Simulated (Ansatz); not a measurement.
**BrF4Ta···H2O: density, localisation and related maps**

Input

```
crystal:
  periodic: [false, false, false]
  atoms:
    - { symbol: Ta, position_ang: [0.0, 0.0, 0.0] }
    - { symbol: O, position_ang: [2.37, 0.0, 0.0] }
    - { symbol: H, position_ang: [2.7071, -0.5308, 0.7903] }
    - { symbol: F, position_ang: [0.0, 0.0, 1.93] }
    - { symbol: F, position_ang: [0.0, 0.0, -1.93] }
    - { symbol: F, position_ang: [-0.965, 1.6714, 0.0] }
    - { symbol: F, position_ang: [-0.965, -1.6714, 0.0] }
    - { symbol: Br, position_ang: [0.9302, -2.3695, 1.4909] }
    - { symbol: H, position_ang: [2.1856, -1.1339, 0.7135] }
basis:
  gaussian: { orbitals: def2-SVP }
hamiltonian:
  xc: lda
relax:
  f_tol: 0.15
  max_steps: 25
  restrain:
    - { distance: [0, 7], at: 2.65, k: 30.0 }
    - { distance: [8, 1], at: 1.01, k: 30.0 }
    - { distance: [0, 1], at: 3.22, k: 30.0 }
    - { distance: [8, 7], at: 2.75, k: 30.0 }
output:
  orbitals: {}
```

Launched as:

```sh
ansatz run input.yaml --threads 4 --pin off --max-ram 5120MiB --backend cpu --events-out ev --progress --plain --runs-dir out
```

The fields are those of the run's last geometry, not of the input's.

Core potentials replace the inner electrons of Ta; not at a stationary point (largest force 1.6 eV/Å).

Level of theory: RKS LDA/def2-SVP in Ansatz.

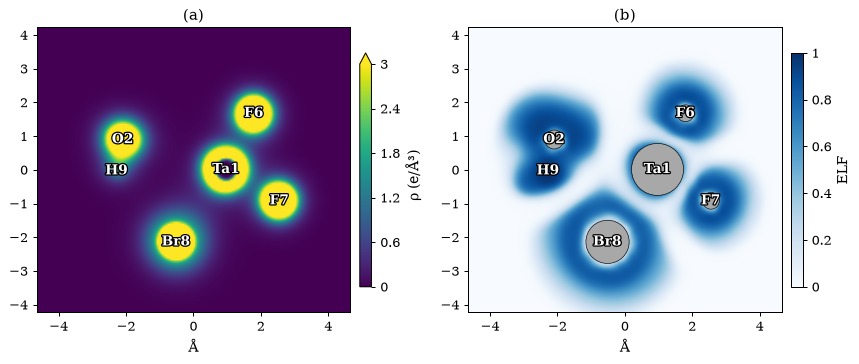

Figure 1. (a) electron density; (b) ELF on the plane of atoms F6, Ta1 and Br8. Grey discs cover the atomic cores in the ELF map.

Interpret the plot.

Answer. The plane passes through Ta, O, F, Br and H nuclei.
Ta1···O2 (3.19 Å): the density falls to about 0.07 e/Å³ on the way; the ELF dips to about 0.05 between them.
Ta–F (1.84 Å): the density is about 1.1 e/Å³ at the midpoint; the ELF peaks at about 0.85 in the valence shell of F, 0.5 Å from its nucleus, and drops to about 0.25 between the two atoms.
Ta–Br (2.61 Å): the density is about 0.45 e/Å³ at the midpoint; the ELF peaks at about 0.80 in the valence shell of Br, 1.0 Å from its nucleus, and is about 0.45 at the midpoint.
O–H (0.99 Å): the density is about 3.5 e/Å³ at the midpoint; the ELF climbs to about 1 towards the hydrogen, as it does in any bond to H: a covalent bond by its length.
The ELF also peaks beside O2, away from the bonds: lone-pair regions.

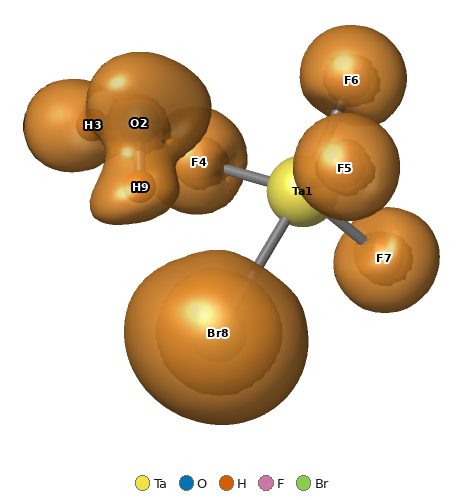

Figure 2. Isosurface of the ELF at 0.75 (orange), seen at a tilt. Only the valence region is drawn (cores and ρ < 0.01 e/Å³ removed).

Where are the electrons localised?

Answer. At this value the surface marks out one region wrapped around Br (its valence shell), four regions wrapped around F (the valence shell of each) and one joined region spread over several atoms (H, O), in which their bonds and any lone pairs are merged.

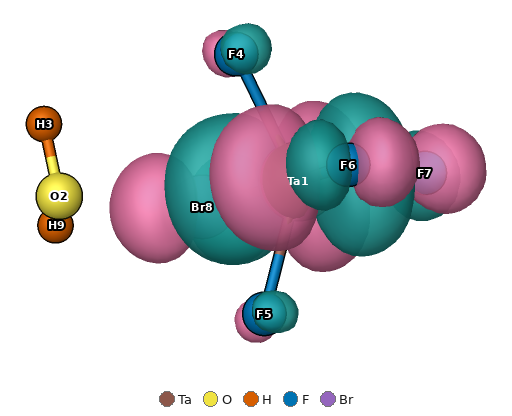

Figure 3. One frontier orbital at ±0.1 Å⁻³ᐟ² (teal and pink are the two phases), seen from one side.

Which orbital is it: HOMO or LUMO?

Answer. The LUMO, at −4.14 eV. It lies mainly on Ta1 (about 70 %), F7 (about 10 %), F6 (about 10 %) and Br8 (about 10 %).
